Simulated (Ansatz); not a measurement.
Profile along the N–B line in BN (zinc blende)

BN (zinc blende), conventional cell a = b = c = 3.6247 Å, α = β = γ = 90.00°. The calculation uses the primitive cell of 2 atoms, to which meshes and values per cell refer.

Fields along a shortest N–B line of a {110} plane (1.57 Å), from N to B, interpolated on the slice's grid (step about 0.1 Å). These are PBE (plane waves to 420 eV, PAW, scalar-relativistic; Ansatz, a first-principles code) values and carry that method's errors. k mesh 16×16×16. These are valence fields of a PAW run, semicore shells included where kept as valence: close to a nucleus they are smooth pseudo fields. BN was relaxed with its symmetry unable to fall.

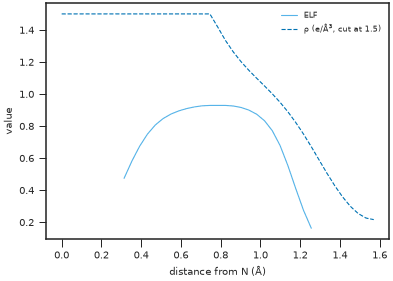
ELF (away from the nuclei) and valence density from N to B.

Density on the N–B line (1.57 Å) at its midpoint: 1.42 e/Å³. ELF at that point: 0.9. ELF maximum in the middle third of the N–B line: 0.93, 0.8 Å from N.
